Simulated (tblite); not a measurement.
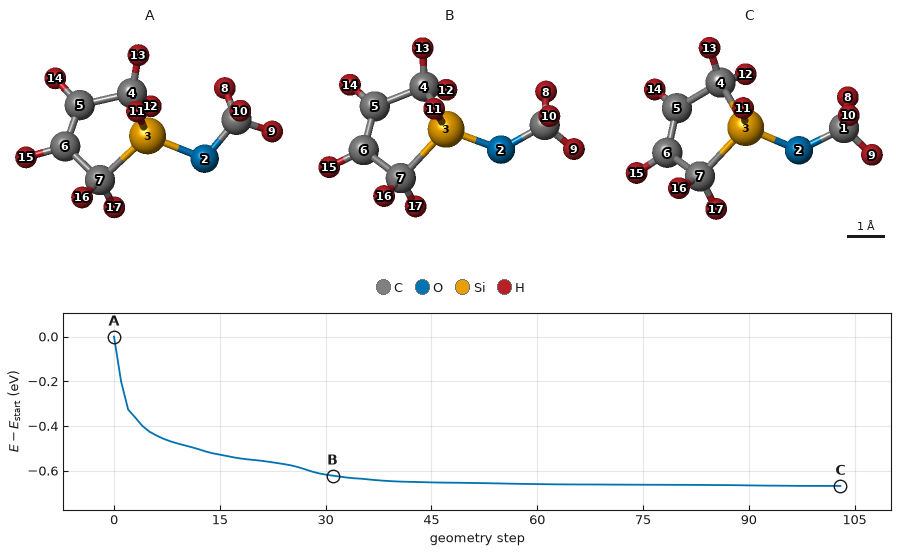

Frames of a relaxation of C5H10OSi, marked on the history of the run. The picture is a ball-and-stick view, seen at a tilt.

Computed with GFN2-xTB geometry optimisation, gas phase (tblite 0.8.0). 

**What happens along the run?**

The largest move after the best rigid fit is that of H12, 0.94 Å. By element the largest moves are H 0.94 Å, C 0.48 Å, O 0.30 Å, Si 0.24 Å. Among the contacts that change: O2–Si3 1.704 → 1.626 Å, C6–H15 1.127 → 1.081 Å, C5–C6 1.278 → 1.322 Å, C5–H14 1.115 → 1.081 Å. Among the angles between lasting bonds that change: C1–O2–Si3 106.8° → 128.0°, H12–C4–H13 116.4° → 106.2°, Si3–C4–H12 107.3° → 113.7°. Groups turn about C1–O2 by about 20°. The energy falls by 0.668 eV in 103 geometry steps. The run took 0.57 s on 1 thread of Arm Neoverse V2, on a shared host. From step 0 to 31: H8 moves most (0.59 Å), energy −0.622 eV. From step 31 to 103: H atoms move most (0.48 Å), energy −0.046 eV.

| step | E − E(0), eV |
| --- | --- |
| 0 | 0.0000 |
| 1 | -0.1997 |
| 2 | -0.3258 |
| 3 | -0.3614 |
| 4 | -0.3988 |
| 5 | -0.4245 |
| 6 | -0.4421 |
| 7 | -0.4567 |
| 8 | -0.4685 |
| 9 | -0.4780 |
| 10 | -0.4863 |
| 15 | -0.5279 |
| 20 | -0.5524 |
| 25 | -0.5754 |
| 30 | -0.6172 |
| 34 | -0.6336 |
| 39 | -0.6461 |
| 44 | -0.6513 |
| 49 | -0.6538 |
| 54 | -0.6564 |
| 59 | -0.6593 |
| 64 | -0.6611 |
| 69 | -0.6617 |
| 74 | -0.6624 |
| 79 | -0.6629 |
| 83 | -0.6634 |
| 88 | -0.6646 |
| 93 | -0.6666 |
| 98 | -0.6677 |
| 103 | -0.6680 |
